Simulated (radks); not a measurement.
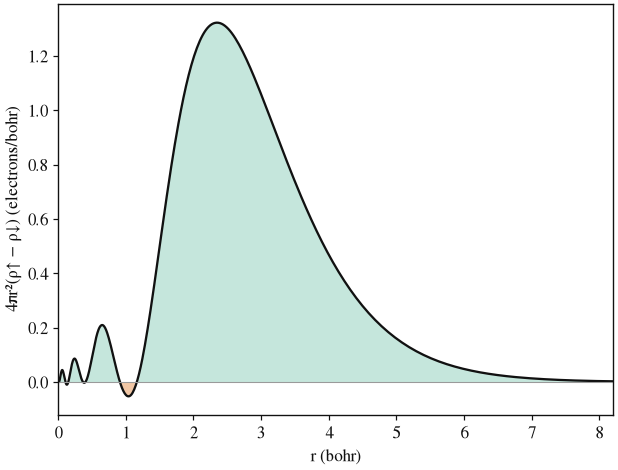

Figure 1. The radial spin density. The curve integrates to 3 unpaired electrons, held by 5p (+3). Its largest value, 1.32 electrons/bohr, lies near r = 2.3 bohr. Regions of the opposite sign hold 0.0089 electrons in all, from the polarisation of filled shells.

**Atomic calculation, with input and output: Sb**

The neutral antimony atom in the configuration [Kr] 4d10 5s2 5p3 (high spin). Computed at this level: scalar-relativistic Kohn-Sham, r2SCAN, spin-polarised, spherical densities, finite nucleus (the in-house radial solver radks).

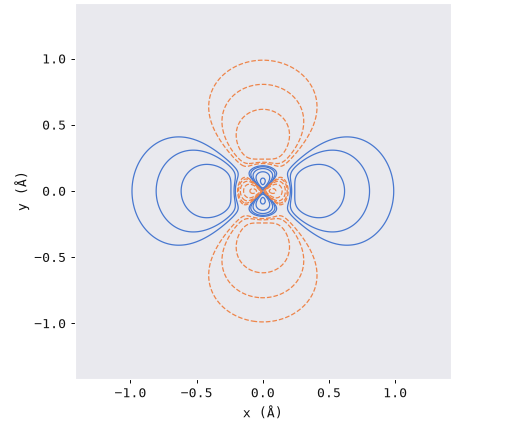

Figure 2. One occupied orbital of down spin is shown. In the xy plane through the nucleus, contours of ψ are drawn, solid for positive and dashed for negative values, each about twice the one before. (1 bohr = 0.529 Å.) The radial function comes from the spherical calculation and is multiplied by a real spherical harmonic; the overall sign is chosen so that the largest lobe of P(r) is positive; at the scalar-relativistic level it is the large component. It is 4d(x²−y²) of down spin. It has two nodal planes at 45° to x and y and 1 radial node, at r = 0.376 bohr. The outermost maximum of P² lies at 0.846 bohr, ⟨r⟩ = 1.03 bohr, 90 % of the charge lies within 1.58 bohr, and the eigenvalue is −33.9 eV, with 5 electrons in the shell for this spin.

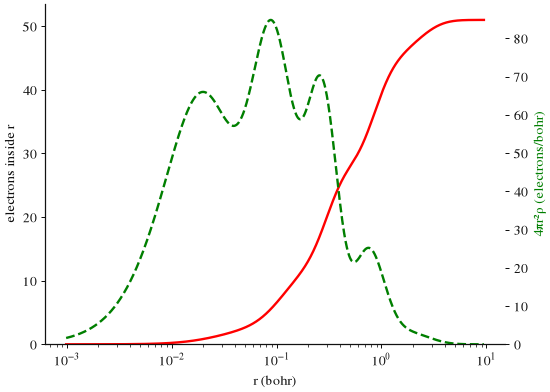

Figure 3. The number of electrons inside radius r (solid) and the radial density 4πr²ρ (dashed). The count levels off at 51 electrons. Half of them lie within 0.412 bohr, 90 % within 1.67 bohr and 99 % within 3.96 bohr. The radial density has minima at 0.0388, 0.168 and 0.549 bohr, where the count stands at 2.0, 11.2 and 29.0; these part the shells that the density resolves.

These pictures come from the run below.

### Input
```
Z 51
configuration [Kr] 4d10 5s2 5p3 6s0 4f0 5d0
relativity scalar-relativistic
functional r2scan,r2scan
spin polarised
nucleus finite rms 4.6802 fm
c 137.035999084
```

Energies in input and log are in hartree, lengths in bohr (the nuclear radius in fm).

### The program's output
```
1s      1   1.0000       -1115.69333508
2s      1   1.0000        -170.35438343
2p      1   3.0000        -152.82329985
3s      1   1.0000         -33.62618962
3p      1   3.0000         -27.87124650
3d      1   5.0000         -19.10548457
4s      1   1.0000          -5.60264370
4p      1   3.0000          -3.83319707
4d      1   5.0000          -1.25650770
5s      1   1.0000          -0.51833535
5p      1   3.0000          -0.21413702
6s      1   0.0000          -0.00336731
4f      1   0.0000           0.00027049
5d      1   0.0000           0.00018360
1s      2   1.0000       -1115.68972965
2s      2   1.0000        -170.35427591
2p      2   3.0000        -152.82122966
3s      2   1.0000         -33.62441593
3p      2   3.0000         -27.86881108
3d      2   5.0000         -19.10302474
4s      2   1.0000          -5.59677339
4p      2   3.0000          -3.82828373
4d      2   5.0000          -1.24686193
5s      2   1.0000          -0.42335109
5p      2   0.0000          -0.10400587
6s      2   0.0000           0.00005789
4f      2   0.0000           0.00027129
5d      2   0.0000           0.00018455
Etot -6482.215104859428
Ekin 6779.6628349568045
Encl -15677.245127410213
Eh 2586.1326711751008
Exc -170.76548358112106
err 2.6900136431070198e-06
it 12
```

### Slater integrals of the outer shells (hartree)

```
 integral   value
F0(5p,5p)  0.3172
F2(5p,5p)  0.1679
F0(5p,5s)  0.3504
G1(5p,5s)  0.2252
F0(5p,4d)  0.4040
F2(5p,4d)  0.0996
G1(5p,4d)  0.0327
G3(5p,4d)  0.0286
```

### Summary

| quantity | value |
| --- | --- |
| outcome | converged |
| total energy | −6482.2151 hartree |
| kinetic energy | 6779.6628 hartree |
| electron–nucleus energy | −15677.2451 hartree |
| Hartree energy | 2586.1327 hartree |
| exchange–correlation energy | −170.765484 hartree |
| radius at density 0.001 e/bohr³ | 4.65 bohr |
| SCF iterations | 12 |
| hardware | 1 CPU thread, shared host |
